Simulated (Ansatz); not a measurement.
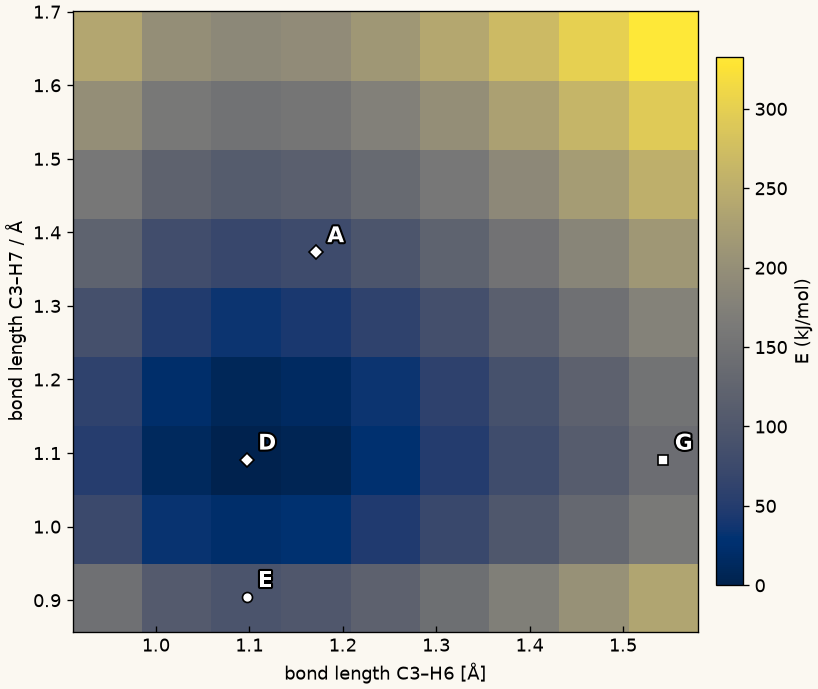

CH3ClGeO, SMILES [Cl][GeH]1[CH2][O]1. 
- The first coordinate is: bond length C3–H6; the second: bond length C3–H7.
- Nothing is relaxed (all other coordinates rigid).
- The scan uses a 9 × 9 grid.
- Points are written as (first, second).
- Energies: kJ/mol, counted from the lowest grid point.
- The reference is spin-restricted, which grows unreliable where a bond is stretched far.
- Computed with RKS r2SCAN-D4/def2-SVP (Ansatz 0.2.0).

Drawn: one coloured cell a grid point, lettered points.

Is A the lowest point of the computed grid?

No. A lies 77 kJ/mol above the lowest grid point, which is at (1.097 Å, 1.091 Å).

What kind of point is each of A, D: minimum, saddle, maximum or slope?

A: on a slope; D: minimum. (In these two coordinates alone; a stationary point may lie a little off the grid point.)
